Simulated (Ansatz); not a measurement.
# NaLiZnO2: complex band structure, part 3 of 3

Wanted: the relaxed cell of NaLiZnO2, its band edges and its decay constants. It is built by putting O for S in the NaLiZnS2 structure of space group P3m1, with the volume rescaled by atomic radii. The parent structure comes from the Materials Project.

Ansatz 0.2.0; PBE DFT, plane waves, PAW files (the session's first sound run).

So far, gap on path (eV): step 3 (the bulk crystal and its band edges) 1.60.

The structure was built from a prototype and need not be the compound's stable phase.

### Step 6. Decaying states in the gap, plane (101), k-mesh 10×10×10

Level of this step: PBE DFT, plane waves, PAW files; complex bands by layer matching along the plane's normal (Ansatz).

The same for the (101) plane, at (0, 0) and (0.5, 0), to see how the decay depends on direction.

Input file input.yaml:

```yaml
crystal:
  lattice:
    - [6.761254224, 0.0, 0.0]
    - [0.812434856, 3.213426023, 0.0]
    - [1.624869711, 1.298607088, 2.580615286]
  atoms:
    - { symbol: Na, position: [0.9779920576, 0.0, 0.0220079424] }
    - { symbol: Li, position: [0.6671775802, 0.3333333333, 0.6661557531] }
    - { symbol: Zn, position: [0.379512541, 0.6666666667, 0.2871541257] }
    - { symbol: O, position: [0.2600114631, 0.3333333333, 0.0733218702] }
    - { symbol: O, position: [0.7153063581, 0.6666666667, 0.9513603086] }
kpoints:
  mp_grid: { grid: [10, 10, 10] }
scf:
  occupations: { method: fixed }
hamiltonian:
  xc: pbe
output:
  eigenvalues: true
  transmission:
    leads: [[0, 0]]
    kpoints: [[0.0, 0.0], [0.5, 0.0]]
    e_range: [-1.0, 2.6]
    de: 0.06
```

Launch:

```console
ansatz run input.yaml --threads 2 --pin off --max-ram 4096MiB --backend cpu --events-out ev --progress --plain --runs-dir out
```

Numbers of over 12 decimals in the logs are rounded to 6 here.

The program printed:

```text
[...]
Crystal: 5 atoms, lattice volume = 56.068 Å³
Basis set: ecut = 420 eV, 1111 PW (Γ)
Bands: 23, of which v1, the nominal top of the filled ones, is band 18 counted from 1 (17 counted from 0)
Symmetry: 6 space group operations
[...]
k-points: 116 of 1000 (time reversal used)
[...]
SCF iter   1: F=—  HF=-6147.777546 eV  |F-HF|=—  |Δ(HF+E_count)|=         —  Δρ=2.73e-3  dr2=8.71e-3  ethr=1.77e-3  ⟨swp⟩=4.9  Hψ=10958  notcnv=0  defer=345
[...]
SCF iter   8: F=-6147.775091 eV  HF=-6147.775091 eV  |F-HF|=1.25e-9  |Δ(HF+E_count)|=   3.63e-8  Δρ=4.04e-6  dr2=9.96e-9  ethr=2.78e-10  ⟨swp⟩=2.1  Hψ=5289  notcnv=0
SCF 1 converged in 8 iterations: F = -6147.775091 eV  dr2 = 9.96e-9
[...]
transmission: 4 of 8 steps passed
transmission: 8 of 8 steps passed
SCF converged after 8 iterations
Free energy (F): -6147.775091 eV
[...]
Internal energy: -6147.775091 eV  (E = F + TS)
E sigma→0 (E₀):  -6147.775091 eV
Fermi energy:    5.105893 eV
[...]
--- Band table (eV; the first three rows and the last of 116) ---
  k-point 0: bands = [... 14 lower, 4.5013, 4.9471, 5.1059, 5.1059, 6.7090, 12.0886, 12.8843, 17.3881, ... 1 higher]
  k-point 1: bands = [... 14 lower, 4.4029, 4.7246, 4.9301, 5.0573, 7.3512, 12.0204, 13.1279, 16.6776, ... 1 higher]
  k-point 2: bands = [... 14 lower, 4.1486, 4.3136, 4.7687, 4.9297, 8.5007, 11.7602, 13.6817, 15.5323, ... 1 higher]
  k-point 115: bands = [... 14 lower, 4.5589, 4.5589, 5.0481, 5.0481, 8.0094, 10.4790, 14.0989, 16.1515, ... 1 higher]
--- Transmission ---
  basis      : 193 plane waves across, 4 finite elements along
  points     : 2, as listed
[...]
crystal 0  : Li1O2Na1Zn1, at the sites [0, 0], period 2.5806 Å: whole cells are its period
[...]
channels       : 0.000000e0 a spin
[...]
slowest decay  : 0.1776 /Å at (0.0000, 0.0000)
```

It took 26 s on 2 threads of Intel Xeon Platinum 8259CL at 2.50GHz (Skylake/Cascade Lake), shared host; peak memory 0.64 GiB; 51 s of CPU time.

Numbers from this step:

| Item | Value |
| --- | --- |
| level to which the leads are filled | 0.8015 eV from the Fermi level |
| decay constant at the filling level, zone centre | 0.1776 Å⁻¹ |
| decay constant at the filling level, slowest listed point | 0.1776 Å⁻¹ |

K parallel (0, 0); values up to 1.5 1/Å, a degenerate pair printed once or twice; energies at which all values exceed this have no row. The Im kz of the slowest decaying states by energy, zero at the highest filled level on the SCF mesh:

| energy (eV) | decay 1 (Å⁻¹) | decay 2 (Å⁻¹) | decay 3 (Å⁻¹) | decay 4 (Å⁻¹) |
| --- | --- | --- | --- | --- |
| -1.0000 | 0.395 | 0.720 | 0.729 | 1.11 |
| -0.7600 | 0.218 | 0.539 | 0.691 | 1.12 |
| -0.5200 | 0.120 | 0.152 | 0.219 | 0.700 |
| -0.2200 | 0.277 | 0.440 | 0.719 | 1.13 |
| 0.0200 | 0.0493 | 0.156 | 0.364 | 0.531 |
| 0.2600 | 0.144 | 0.440 | 0.542 | 0.556 |
| 0.5000 | 0.171 | 0.491 | 0.657 | 0.662 |
| 0.7400 | 0.178 | 0.531 | 0.737 | 0.742 |
| 0.9800 | 0.170 | 0.563 | 0.746 | 0.795 |
| 1.2200 | 0.146 | 0.588 | 0.746 | 0.842 |
| 1.5200 | 0.0743 | 0.613 | 0.743 | 0.890 |
| 1.7600 | 0.628 | 0.739 | 0.922 | 0.989 |
| 2.0000 | 0.639 | 0.734 | 0.950 | 1.06 |
| 2.2400 | 0.648 | 0.728 | 0.974 | 1.07 |
| 2.4800 | 0.654 | 0.720 | 0.995 | 1.08 |

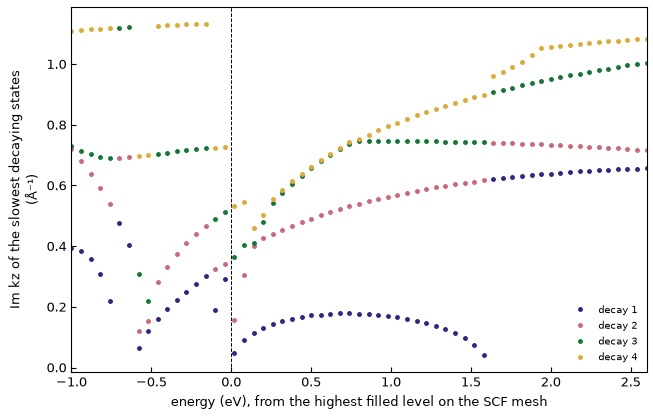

Im kz of the slowest decaying states, plotted against energy.

K parallel (0, 0). The Re kz of states that move upwards by energy, zero at the highest filled level on the SCF mesh:

| energy (eV) | channel 1 (Å⁻¹) | channel 2 (Å⁻¹) | channel 3 (Å⁻¹) | channel 4 (Å⁻¹) |
| --- | --- | --- | --- | --- |
| -1.000 | -0.614 | -0.520 | -0.251 | - |
| -0.520 | -0.733 | -0.325 | - | - |
| 0.020 | - | - | - | - |
| 0.500 | - | - | - | - |
| 0.980 | - | - | - | - |
| 1.520 | - | - | - | - |
| 2.000 | 0.182 | - | - | - |
| 2.480 | 0.297 | - | - | - |

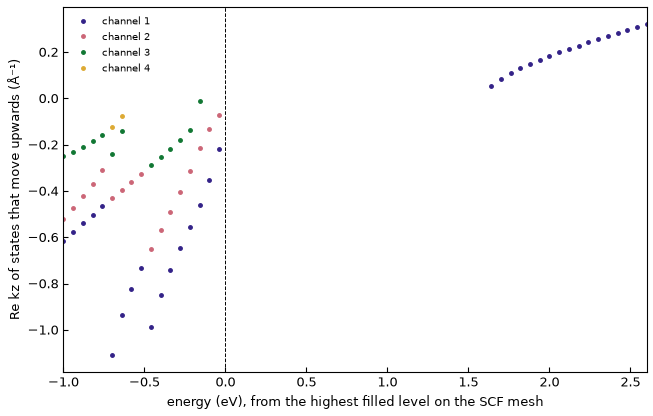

Re kz of states that move upwards, plotted against energy.

K parallel (0.5, 0); values up to 1.5 1/Å, a degenerate pair printed once or twice; energies at which all values exceed this have no row. The Im kz of the slowest decaying states by energy, zero at the highest filled level on the SCF mesh:

| energy (eV) | decay 1 (Å⁻¹) | decay 2 (Å⁻¹) | decay 3 (Å⁻¹) | decay 4 (Å⁻¹) |
| --- | --- | --- | --- | --- |
| -1.0000 | 0.115 | 0.201 | 0.796 | 1.03 |
| -0.7600 | 0.221 | 0.620 | 1.02 | 1.14 |
| -0.5200 | 0.0887 | 0.122 | 0.226 | 0.279 |
| -0.2200 | 0.284 | 0.386 | 0.398 | 0.995 |
| 0.0200 | 0.143 | 0.318 | 0.371 | 0.469 |
| 0.2600 | 0.257 | 0.442 | 0.526 | 0.585 |
| 0.5000 | 0.311 | 0.502 | 0.570 | 0.662 |
| 0.7400 | 0.342 | 0.553 | 0.603 | 0.709 |
| 0.9800 | 0.361 | 0.596 | 0.629 | 0.750 |
| 1.2200 | 0.371 | 0.633 | 0.649 | 0.787 |
| 1.5200 | 0.372 | 0.667 | 0.674 | 0.825 |
| 1.7600 | 0.365 | 0.677 | 0.702 | 0.852 |
| 2.0000 | 0.348 | 0.684 | 0.728 | 0.875 |
| 2.2400 | 0.320 | 0.687 | 0.753 | 0.868 |
| 2.4800 | 0.275 | 0.689 | 0.776 | 0.858 |

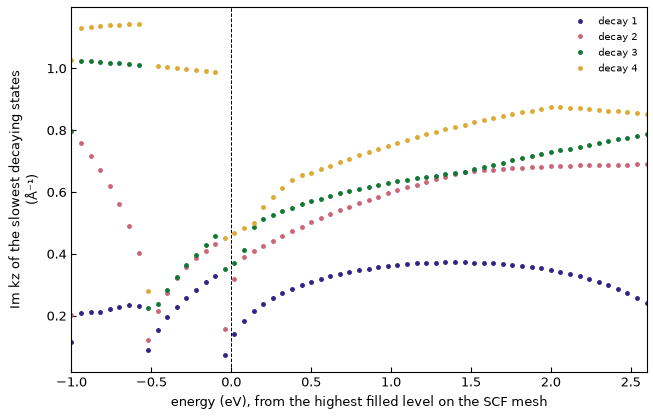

Im kz of the slowest decaying states, plotted against energy.

At the listed wavevectors the last open channel is at -0.04 eV and the next at +1.64 eV on the grid. At +0.80 eV, the grid energy nearest the filling level (the middle of the gap on the SCF mesh), the slowest state at the listed wavevectors decays with κ = 0.178 Å⁻¹, its amplitude falling by e over 5.6 Å; the first such run, plane (100), gave 0.174 Å⁻¹.

### Step 7. Band edges at another level, cutoff 500 eV

This step: r2SCAN DFT, plane waves, PAW files (Ansatz 0.2.0).

The edges again with r2SCAN, at the same atoms. Against that run the cutoff is 500 eV against 420.

Input file input.yaml:

```yaml
crystal:
  lattice:
    - [3.3145372529, 0.0, 0.0]
    - [-1.6572686264, 2.8704734628, 0.0]
    - [0.0, 0.0, 5.8930808146]
  atoms:
    - { symbol: Na, position: [0.0, 0.0, 0.0220079424] }
    - { symbol: Li, position: [0.3333333333, 0.6666666667, 0.3328224198] }
    - { symbol: Zn, position: [0.6666666667, 0.3333333333, 0.620487459] }
    - { symbol: O, position: [0.3333333333, 0.6666666667, 0.7399885369] }
    - { symbol: O, position: [0.6666666667, 0.3333333333, 0.2846936419] }
kpoints:
  mp_grid: { grid: [8, 8, 4] }
  band_path: { path: [VBM, CBM], npoints: 30 }
scf:
  occupations: { method: fixed }
hamiltonian:
  xc: r2scan
output:
  eigenvalues: true
```

The program printed:

```text
[...]
Crystal: 5 atoms, lattice volume = 56.068 Å³
Basis set: ecut = 500 eV, 1401 PW (Γ), exchange–correlation on 100×100×180 points (64 copies of the dense FFT grid, shifted against one another)
Bands: 23, of which v1, the nominal top of the filled ones, is band 18 counted from 1 (17 counted from 0)
Symmetry: 6 space group operations
[...]
k-points: 35 of 256 (time reversal used)
[...]
SCF iter   1: F=—  HF=-6159.876740 eV  |F-HF|=—  |Δ(HF+E_count)|=         —  Δρ=1.44e-2  dr2=6.69e-2  dr2_τ=9.10e-2  ethr=1.77e-3  ⟨swp⟩=5.1  Hψ=3332  notcnv=0  defer=105
[...]
SCF iter   8: F=-6159.945170 eV  HF=-6159.945170 eV  |F-HF|=3.90e-9  |Δ(HF+E_count)|=   2.05e-8  Δρ=1.29e-5  dr2=8.96e-8  dr2_τ=1.15e-8  ethr=2.78e-10  ⟨swp⟩=8.3  Hψ=3213  notcnv=0
SCF 1 converged in 8 iterations: F = -6159.945170 eV  dr2 = 8.96e-8
[...]
SCF converged after 8 iterations
Free energy (F): -6159.945170 eV
[...]
Internal energy: -6159.945170 eV  (E = F + TS)
E sigma→0 (E₀):  -6159.945170 eV
Fermi energy:    4.708207 eV
[...]
--- Band table (eV; the first three rows and the last of 35) ---
  k-point 0: bands = [... 14 lower, 4.1039, 4.5652, 4.7082, 4.7082, 6.8436, 12.4131, 13.2039, 17.8465, ... 1 higher]
  k-point 1: bands = [... 14 lower, 4.1324, 4.1324, 4.6794, 4.6794, 7.4699, 11.4715, 13.9682, 17.1660, ... 1 higher]
  k-point 2: bands = [... 14 lower, 4.1643, 4.1643, 4.6473, 4.6473, 8.1202, 10.7294, 14.4796, 16.5757, ... 1 higher]
  k-point 34: bands = [... 14 lower, 2.9566, 3.3068, 3.8420, 4.0487, 12.0233, 12.7165, 13.3515, 13.5386, ... 1 higher]
```

Run time: 11 s. Hardware: 2 threads; peak memory 0.53 GiB.

Numbers from this step:

```
free energy        : -6159.9452 eV
Fermi energy       : 4.708 eV
gap on the k-mesh  : 2.135 eV
gap on path        : 2.135 eV, by band count; negative where bands overlap
direct gap on path : 2.135 eV
```

Levels at VBM (eV): -5.46, -5.46, -5.11, -4.63, -4.63, -3.95, -0.60, -0.60, -0.14, 0.00, 0.00, 2.14, 7.70.

The searched edges give 2.14 eV, as on the mesh.

For the gap on path, step 3 gave 1.60 eV; this run, with r2SCAN and cutoff 500 eV, gives 2.14 eV.

### Step 8. Complex bands at another level, cutoff 500 eV

This step: r2SCAN DFT, plane waves, PAW files; complex bands by layer matching along the plane's normal (Ansatz 0.2.0).

The complex bands at that level, over its own gap, at (0, 0) and (0.5, 0).

Input file input.yaml:

```yaml
crystal:
  lattice:
    - [3.314537253, 0.0, 0.0]
    - [0.0, 5.893080815, 0.0]
    - [1.657268626, 0.0, 2.870473463]
  atoms:
    - { symbol: Na, position: [0.0, 0.0220079424, 0.0] }
    - { symbol: Li, position: [0.3333333333, 0.3328224198, 0.3333333333] }
    - { symbol: Zn, position: [0.6666666667, 0.620487459, 0.6666666667] }
    - { symbol: O, position: [0.3333333333, 0.7399885369, 0.3333333333] }
    - { symbol: O, position: [0.6666666667, 0.2846936419, 0.6666666667] }
kpoints:
  mp_grid: { grid: [8, 4, 8] }
scf:
  occupations: { method: fixed }
hamiltonian:
  xc: r2scan
output:
  eigenvalues: true
  transmission:
    leads: [[0, 0]]
    kpoints: [[0.0, 0.0], [0.5, 0.0]]
    e_range: [-1.0, 3.14]
    de: 0.1
```

The program printed:

```text
[...]
Crystal: 5 atoms, lattice volume = 56.068 Å³
Basis set: ecut = 500 eV, 1401 PW (Γ), exchange–correlation on 100×180×100 points (64 copies of the dense FFT grid, shifted against one another)
Bands: 23, of which v1, the nominal top of the filled ones, is band 18 counted from 1 (17 counted from 0)
Symmetry: 6 space group operations
[...]
k-points: 35 of 256 (time reversal used)
[...]
SCF iter   1: F=—  HF=-6159.876678 eV  |F-HF|=—  |Δ(HF+E_count)|=         —  Δρ=1.44e-2  dr2=6.69e-2  dr2_τ=9.11e-2  ethr=1.77e-3  ⟨swp⟩=5.1  Hψ=3290  notcnv=0  defer=105
[...]
SCF iter   8: F=-6159.945170 eV  HF=-6159.945170 eV  |F-HF|=2.38e-9  |Δ(HF+E_count)|=   1.65e-8  Δρ=1.29e-5  dr2=8.87e-8  dr2_τ=1.13e-8  ethr=2.78e-10  ⟨swp⟩=8.3  Hψ=3194  notcnv=0
SCF 1 converged in 8 iterations: F = -6159.945170 eV  dr2 = 8.87e-8
[...]
transmission: 4 of 8 steps passed
transmission: 8 of 8 steps passed
SCF converged after 8 iterations
Free energy (F): -6159.945170 eV
[...]
Internal energy: -6159.945170 eV  (E = F + TS)
E sigma→0 (E₀):  -6159.945170 eV
Fermi energy:    4.708205 eV
[...]
--- Band table (eV; the first three rows and the last of 35) ---
  k-point 0: bands = [... 14 lower, 4.1039, 4.5652, 4.7082, 4.7082, 6.8436, 12.4131, 13.2039, 17.8465, ... 1 higher]
  k-point 1: bands = [... 14 lower, 3.9497, 4.2884, 4.5243, 4.6351, 7.5920, 12.7681, 13.1653, 16.7975, ... 1 higher]
  k-point 2: bands = [... 14 lower, 3.5757, 3.7062, 4.3492, 4.4635, 8.9334, 12.7744, 13.7082, 15.4731, ... 1 higher]
  k-point 34: bands = [... 14 lower, 2.9566, 3.3068, 3.8420, 4.0487, 12.0233, 12.7165, 13.3515, 13.5386, ... 1 higher]
--- Transmission ---
  basis      : 209 plane waves across, 4 finite elements along
  points     : 2, as listed
[...]
channels       : 0.000000e0 a spin
[...]
slowest decay  : 0.2119 /Å at (0.0000, 0.0000)
```

Wall time 19 s (2 threads); peak memory 0.7 GiB; 37 s of CPU time.

This step gave:

* level to which the leads are filled: 1.068 eV from the Fermi level
* decay constant at the filling level, zone centre: 0.2119 Å⁻¹
* decay constant at the filling level, slowest listed point: 0.2119 Å⁻¹

K parallel (0, 0); values up to 1.5 1/Å, a degenerate pair printed once or twice; energies at which all values exceed this have no row. Table of Im kz of the slowest decaying states by energy, zero at the highest filled level on the SCF mesh:

| energy (eV) | decay 1 (Å⁻¹) | decay 2 (Å⁻¹) | decay 3 (Å⁻¹) | decay 4 (Å⁻¹) |
| --- | --- | --- | --- | --- |
| -1.000 | 0.122 | 0.678 | 1.09 | 1.24 |
| -0.500 | 0.120 | 0.165 | 0.216 | 1.10 |
| 0.000 | 0.00795 | 0.0176 | 0.371 | 0.479 |
| 0.500 | 0.19 | 0.450 | 0.601 | 1.09 |
| 1.000 | 0.213 | 0.520 | 0.724 | 1.10 |
| 1.500 | 0.189 | 0.567 | 0.801 | 1.08 |
| 2.000 | 0.0989 | 0.599 | 0.854 | 1.01 |
| 2.500 | 0.618 | 0.883 | 0.900 | 0.944 |
| 3.000 | 0.627 | 0.889 | 0.906 | 0.932 |

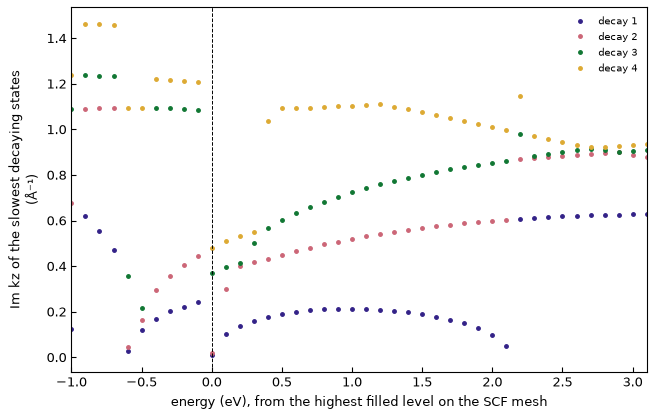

Im kz of the slowest decaying states against energy.

K parallel (0, 0). Re kz of states that move upwards against energy, zero at the highest filled level on the SCF mesh:

```
energy (eV)  channel 1 (Å⁻¹)  channel 2 (Å⁻¹)  channel 3 (Å⁻¹)  channel 4 (Å⁻¹)
     -1.000           -0.546           -0.459           -0.239                -
     -0.500           -0.680           -0.311                -                -
      0.000                -                -                -                -
      0.500                -                -                -                -
      1.000                -                -                -                -
      1.500                -                -                -                -
      2.000                -                -                -                -
      2.500            0.179                -                -                -
      3.000            0.299                -                -                -
```

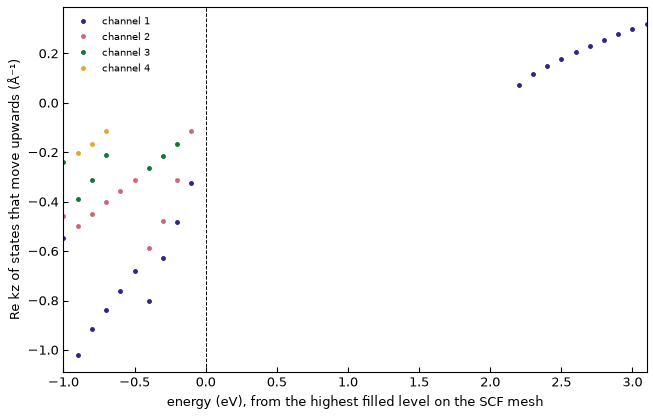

Re kz of states that move upwards, plotted against energy.

K parallel (0.5, 0); values up to 1.5 1/Å, a degenerate pair printed once or twice; energies at which all values exceed this have no row. Im kz of the slowest decaying states against energy, zero at the highest filled level on the SCF mesh:

| energy (eV) | decay 1 (Å⁻¹) | decay 2 (Å⁻¹) | decay 3 (Å⁻¹) | decay 4 (Å⁻¹) |
| --- | --- | --- | --- | --- |
| -1.000 | 0.153 | 0.316 | 0.474 | 1.39 |
| -0.500 | 0.493 | 0.562 | 1.44 | - |
| 0.000 | 0.387 | 0.626 | 0.671 | 1.48 |
| 0.500 | 0.470 | 0.678 | 0.768 | 1.50 |
| 1.000 | 0.508 | 0.715 | 0.835 | - |
| 1.500 | 0.527 | 0.738 | 0.886 | - |
| 2.000 | 0.535 | 0.750 | 0.927 | 1.50 |
| 2.500 | 0.535 | 0.754 | 0.962 | 1.48 |
| 3.000 | 0.528 | 0.751 | 0.994 | 1.45 |

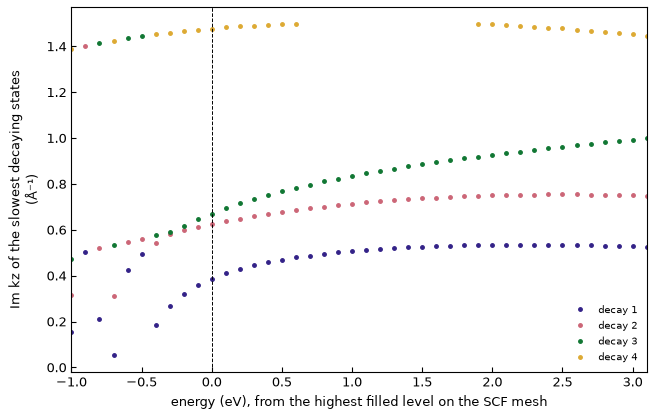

Im kz of the slowest decaying states against energy.

At the listed wavevectors the last open channel is at -0.10 eV and the next at +2.20 eV on the grid. At +1.10 eV, the grid energy nearest the filling level (the middle of the gap on the SCF mesh), the slowest state at the listed wavevectors decays with κ = 0.212 Å⁻¹, its amplitude falling by e over 4.7 Å; the first such run, plane (100), gave 0.174 Å⁻¹.

### Step 9. What came out

```yaml
band_gap: 1.60 eV
least_decay_constant_at_mid_gap_normal_to_100: 0.174 Å⁻¹
least_decay_constant_at_mid_gap_normal_to_101: 0.178 Å⁻¹
least_decay_constant_on_a_mesh_normal_to_100: 0.174 Å⁻¹
least_decay_constant_r2scan: 0.212 Å⁻¹
```

**Reading.** With PBE, the slowest decay at the wavevectors tried is κ = 0.174 Å⁻¹, normal to (100). Through such a film the transmission near mid-gap falls as exp(−2κd), a factor of ten every 6.6 Å. The directions tried decay at nearly the same rate. A free electron under a barrier of half the gap would need a mass of 0.14 mₑ to decay at this rate. With r2SCAN the gap goes from 1.60 to 2.14 eV and the decay constant, over the first 2 listed wavevectors, from 0.174 to 0.212 Å⁻¹. The compound is made up by substitution; its stability against other phases and against distortions of the cell's symmetry was not tested. A semilocal functional narrows gaps, so real decay constants are likely larger.

[Logs are printed without paths, hosts, clocks, repeated set-up lines and the standing remarks that a program may print on its own settings, such as how far it seeks lower states.]

[Hosts, paths, dates, database ids (printed as entryN), source tags and the programs' standing remarks are cut or masked in the printed files.]

[New means built here by substitution; the compound itself may be known and measured.]
